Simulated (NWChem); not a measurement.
**One shape, several levels: NH2 (SMILES [NH2])**

Wanted: a comparison of 5 runs (UHF/3-21G, UHF/def2-SVP, UB3LYP/6-31G*, UTPSSh/6-31+G*, UPBE0/def2-SVP) of NH2. 

The calculation is run with NWChem 7.3.0.

## (1) The structure to begin with

NH2 has 3 atoms, charge 0, and is taken as a doublet. SMILES: `[NH2]`. Geometry: relaxed at GFN2-xTB.

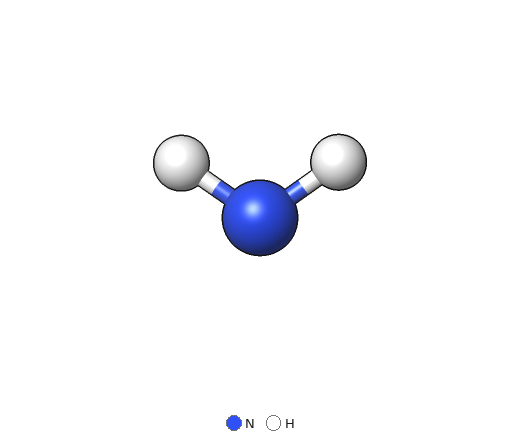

The structure, seen from a chosen angle (nitrogen blue, hydrogen white).

## (2) Energy and gradient at UHF/3-21G (run 1)

run.py

```python
from ase import Atoms
from ase.calculators.nwchem import NWChem

atoms = Atoms(['N', 'H', 'H'], positions=[
    [0.307180, -0.182210, 0.151440],
    [0.155580, 0.820260, 0.174790],
    [-0.462760, -0.638040, -0.326220],
])

calc = NWChem(
    label='a',
    theory='scf',
    memory='2200 mb',
    basis='3-21G',
    basispar='spherical bse',
    scf={'nopen': '1', 'uhf': None, 'thresh': '1e-08', 'maxiter': '80'},
)
atoms.calc = calc

forces = atoms.get_forces()
print("Total energy (eV):", round(atoms.get_potential_energy(), 6))
print("forces (eV/A):")
for s, f in zip(atoms.symbols, forces):
    print(f"{s:2s} {f[0]:10.5f} {f[1]:10.5f} {f[2]:10.5f}")
```

The run is started by

```
export ASE_NWCHEM_COMMAND="nwchem PREFIX.nwi > PREFIX.nwo"
python run.py
```

Output:

```text
Total energy (eV): -1503.288072
forces (eV/A):
N     0.72109   -0.43328    0.35486
H    -0.31995    0.31650   -0.14414
H    -0.40114    0.11678   -0.21078
```

The calculator wrote a.nwi:

```
title "a"

permanent_dir a

scratch_dir a

start a

geometry units angstrom nocenter noautosym noautoz
  N  3.0718000000000001e-01 -1.8221000000000001e-01 1.5143999999999999e-01
  H  1.5558000000000000e-01 8.2025999999999999e-01 1.7479000000000000e-01
  H  -4.6276000000000000e-01 -6.3804000000000005e-01 -3.2622000000000001e-01
end

memory 2200 mb

basis spherical bse noprint
   * library 3-21G
end

scf
  nopen 1
  uhf
  thresh 1e-08
  maxiter 80
end

task scf gradient
```

a.nwo:

```text
Northwest Computational Chemistry Package (NWChem) 7.3.0
             --------------------------------------------------------

           Job information
           ---------------

    nwchem branch   = 7.3.0
    use scalapack   = T
    input           = a.nwi
    prefix          = a.
    data base       = a/a.db
    status          = startup
    nproc           =        1

           Memory information
           ------------------

[... 5 lines left out ...]
    hardfail = no
[... 105 lines left out ...]
 1-e energy   =     -89.201718
[... 9 lines left out ...]
 Convergence threshold     :          1.000E-08
[... 16 lines left out ...]
      One electron energy =    -89.936915111733
[... 9 lines left out ...]
          Final alpha eigenvalues
[... 139 lines left out ...]
                     UHF Final Beta Molecular Orbital Analysis
[... 177 lines left out ...]
                 ----------------------------------------
                 |  Time  |  1-e(secs)   |  2-e(secs)   |
                 ----------------------------------------
                 |  CPU   |       0.00   |       0.01   |
                 ----------------------------------------
                 |  WALL  |       0.00   |       0.01   |
                 ----------------------------------------

 Task  times  cpu:        0.1s     wall:        0.1s
 Total times  cpu:        0.1s     wall:        0.1s
```

Wall time 1.6 s (1 thread of AMD EPYC 7R13 (Zen 3), shared host); peak memory 0.099 GiB.

## (3) Energy and forces at UHF/def2-SVP (run 2)

work.nw

```
echo
start work
title "H2N gradient"
memory stack 880 mb heap 220 mb global 1100 mb
charge 0

geometry units atomic noautosym nocenter noautoz
   N      0.58048607    -0.34432700     0.28618012
   H      0.29400359     1.55006675     0.33030523
   H     -0.87448966    -1.20572086    -0.61646646
end

basis spherical bse
   * library def2-SVP
end

scf
   doublet
   uhf
   thresh 1e-08
   maxiter 80
end

task scf gradient
```

The run is started by

```
nwchem work.nw > work.out
```

Output:

```text
[...]
  functions       =    24
[...]
  wavefunction    = UHF
[...]
         Total SCF energy =    -55.516549209275
      One electron energy =    -90.251817669118
      Two electron energy =     27.112019816434
 Nuclear repulsion energy =      7.623248643408
                       Sz =      0.5000
                 Sz(Sz+1) =      0.7500
                      S^2 =      0.7576
[...]
                         UHF ENERGY GRADIENTS
    atom               coordinates                        gradient
                 x          y          z           x          y          z
   1 N       0.580486  -0.344327   0.286180   -0.011229   0.006774  -0.005524
   2 H       0.294004   1.550067   0.330305    0.007989   0.002128   0.004676
   3 H      -0.874490  -1.205721  -0.616466    0.003240  -0.008902   0.000847
[...]
```

Wall time 1.1 s (1 thread of AMD EPYC 7R13 (Zen 3), shared host); peak memory 0.098 GiB.

Runs 3 to 4 aren't shown in full; the table further down has their settings and results.

## (4) Energy and gradient at UPBE0/def2-SVP (run 5)

run.py

```python
from ase import Atoms
from ase.calculators.nwchem import NWChem

system = Atoms('NHH', positions=[
    [0.307180, -0.182210, 0.151440],
    [0.155580, 0.820260, 0.174790],
    [-0.462760, -0.638040, -0.326220],
])

calc = NWChem(
    label='calc',
    theory='dft',
    memory='2200 mb',
    basis='def2-SVP',
    basispar='spherical bse',
    dft={'xc': 'pbe0', 'mult': '2', 'grid': 'xfine', 'convergence': 'energy 1e-08', 'iterations': '100', 'mulliken': None},
)
system.calc = calc

forces = system.get_forces()
print(f"energy = {system.get_potential_energy():.6f} eV")
print("forces (eV/A):")
for s, f in zip(system.symbols, forces):
    print(f"{s:2s} {f[0]:10.5f} {f[1]:10.5f} {f[2]:10.5f}")
```

The run is started by

```
export ASE_NWCHEM_COMMAND="nwchem PREFIX.nwi > PREFIX.nwo"
python run.py
```

Output:

```text
energy = -1517.365349 eV
forces (eV/A):
N     1.27979   -0.76501    0.63028
H    -0.56518    0.56312   -0.25413
H    -0.71466    0.20188   -0.37620
```

The calculator wrote calc.nwi:

```
title "calc"

permanent_dir calc

scratch_dir calc

start calc

geometry units angstrom nocenter noautosym noautoz
  N  3.0718000000000001e-01 -1.8221000000000001e-01 1.5143999999999999e-01
  H  1.5558000000000000e-01 8.2025999999999999e-01 1.7479000000000000e-01
  H  -4.6276000000000000e-01 -6.3804000000000005e-01 -3.2622000000000001e-01
end

memory 2200 mb

basis spherical bse noprint
   * library def2-SVP
end

dft
  xc pbe0
  mult 2
  grid xfine
  convergence energy 1e-08
  iterations 100
  mulliken
end

task dft gradient
```

calc.nwo:

```text
Northwest Computational Chemistry Package (NWChem) 7.3.0
             --------------------------------------------------------

           Job information
           ---------------

    nwchem branch   = 7.3.0
    use scalapack   = T
    input           = calc.nwi
    prefix          = calc.
    data base       = calc/calc.db
    status          = startup
    nproc           =        1

           Memory information
           ------------------

[... 5 lines left out ...]
    hardfail = no
[... 102 lines left out ...]
          Convergence on energy requested:  1.00D-08
[... 27 lines left out ...]
          total energy or number of iterations.
[... 86 lines left out ...]
      One electron energy =      -90.323118838848
[... 457 lines left out ...]
          Convergence on energy requested:  1.00D-08
[... 27 lines left out ...]
          total energy or number of iterations.
[... 34 lines left out ...]
                 ----------------------------------------
                 |  Time  |  1-e(secs)   |  2-e(secs)   |
                 ----------------------------------------
                 |  CPU   |       0.00   |       0.03   |
                 ----------------------------------------
                 |  WALL  |       0.00   |       0.03   |
                 ----------------------------------------

 Task  times  cpu:        2.9s     wall:        2.9s
 Total times  cpu:        3.0s     wall:        3.0s
```

Wall time 4.5 s (1 thread of AMD EPYC 7R13 (Zen 3), shared host); peak memory 0.11 GiB.

## (5) Overview of the runs

```csv
run,level,Cartesian functions,iteration cap,energy (Eh),dipole moment (D),HOMO energy (eV),LUMO energy (eV),wall time
1,UHF/3-21G,no,80,-55.244818,2.23,-11.40,4.88,1.6 s
2,UHF/def2-SVP,no,80,-55.516549,1.98,-12.01,4.08,1.1 s
3,UB3LYP/6-31G* (Cartesian functions),yes,100,-55.870747,1.95,-7.67,-2.62,3.3 s
4,UTPSSh/6-31+G* (spherical functions),no,100,-55.875931,2.11,-7.54,-3.37,6.3 s
5,UPBE0/def2-SVP,no,100,-55.762149,1.88,-7.88,-2.05,4.5 s
```

## (6) Summary of results

```
                                 quantity         value
                      run 5: total energy  -55.76215 Eh
                     run 5: dipole moment        1.88 D
run 5: HOMO energy (highest over α and β)      -7.88 eV
 run 5: LUMO energy (lowest over α and β)      -2.05 eV
                              run 5: ⟨S²⟩         0.753
          run 5: largest force on an atom    1.619 eV/Å
```

What this shows: The dipole moment (its size) runs from 1.88 D (UPBE0/def2-SVP) to 2.23 D (UHF/3-21G). The two ends differ in method and basis. Totals of different functionals can't be ranked against each other. All runs together took 17 s, the longest 6.3 s.
